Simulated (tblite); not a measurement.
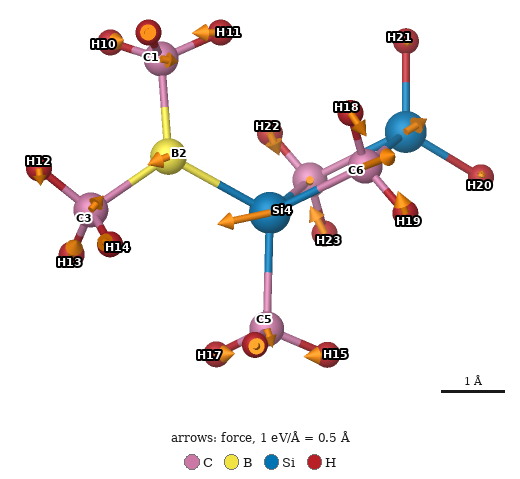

Starting geometry of C5H15BSi2 with the computed forces as orange arrows. A ball-and-stick model, seen at a tilt.

These are results of GFN2-xTB geometry optimisation, gas phase (tblite), not measurements. 

What follows when this structure is relaxed?

It isn't relaxed: the largest force vector, on a C atom, is 1.97 eV/Å. The final displacements follow the starting forces only in part (cosine between the two patterns 0.45). After 47 geometry steps the energy has fallen by 48.6 kJ/mol. The largest moves after the best rigid fit, 0.18 Å, are those of H atoms. By element the largest moves are H 0.18 Å, C 0.10 Å, B 0.06 Å, Si 0.05 Å. Near-neighbour distances that change, for instance: C–Si 1.861 → 1.943 Å, C–Si 1.867 → 1.911 Å, B–C 1.608 → 1.576 Å, C–H 1.117 → 1.090 Å. Among the angles between lasting bonds that change: H–Si–H 117.8° → 109.3°, H–C–H 113.7° → 106.5°, H–C–H 113.1° → 106.5°.
